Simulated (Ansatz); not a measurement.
## C2H6In (SMILES C[In]C): the energy, rung by rung

C2H6In: 9 atoms, total charge 0, spin state doublet. SMILES: `C[In]C`. Geometry: optimised at wB97X-V/def2-SVP.

| atom | x (Å) | y (Å) | z (Å) |
| --- | --- | --- | --- |
| C | 0.4570 | 1.8147 | 0.1786 |
| In | 0.2802 | 0.0508 | -1.1241 |
| C | -0.4489 | -1.8132 | -0.2111 |
| H | -0.5321 | 2.0430 | 0.6118 |
| H | 0.8261 | 2.7011 | -0.3579 |
| H | 1.1486 | 1.5826 | 1.0069 |
| H | -1.4528 | -1.6378 | 0.2128 |
| H | -0.5045 | -2.6430 | -0.9310 |
| H | 0.2264 | -2.0983 | 0.6140 |

Each level gives the dissociation energy of the In2–C1 bond into singlet CH3In and doublet CH3 (shapes relaxed at wB97X-V/def2-SVP, no zero-point term) (eV). The values are calculated.

| level | kind | program | value (eV) | less CCSD(T)/def2-TZVP | CPU time (all runs) |
| --- | --- | --- | --- | --- | --- |
| UHF/def2-TZVP (core potential) | Hartree–Fock | Ansatz | 0.64 | -0.54 | 3.4 s |
| USVWN5/def2-TZVP (core potential) | LDA | Ansatz | 1.74 | +0.56 | 2.6 s |
| U-r2SCAN/def2-TZVP (core potential) | meta-GGA | Ansatz | 1.21 | +0.03 | 11 s |
| UPBE0-D4/def2-TZVP (core potential) | global hybrid | Ansatz | 1.27 | +0.09 | 5.9 s |
| U-wB97M-V/def2-TZVP (core potential) | range-separated hybrid | Ansatz | 1.28 | +0.10 | 20 s |
| UB2PLYP/def2-TZVP (core potential) | double hybrid | Ansatz | 1.08 | -0.10 | 9.3 s |
| UMP2/def2-TZVP (core potential) | perturbation theory | Ansatz | 1.26 | +0.08 | 6.1 s |
| UCCSD(T)/def2-TZVP (core potential) | coupled cluster or CI | Ansatz | 1.18 | 0.00 | 2.4 min |

Differences are taken from UCCSD(T)/def2-TZVP (core potential) for orientation; it has basis-set and higher-order errors of its own. Spin-orbit coupling, which can split open shells on such heavy atoms by tenths of an eV, is left out. The values span 0.64 to 1.74 eV. Hartree–Fock misses the correlation of the electron pair that is broken and comes out low. A fragment with an even electron count was run as a singlet and may have a lower triplet. Measured bond enthalpies also hold zero-point and thermal terms, a few tenths of an eV less. In the correlated wave-function rows the outer d shell of In is correlated, in sets not made for it. CPU times are rough (shared hosts, several kinds of processor): they show what a rung costs within a factor of a few.

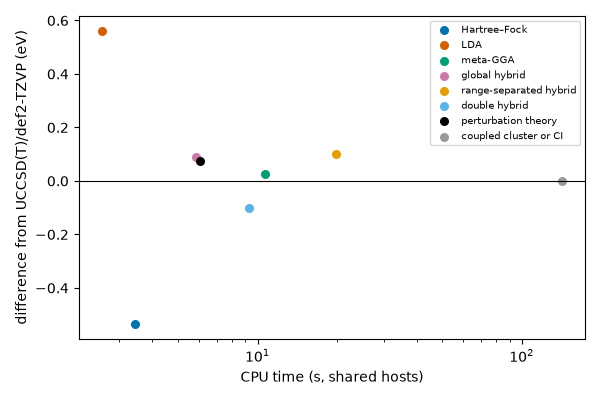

Difference from UCCSD(T)/def2-TZVP against processor time, one point a level.
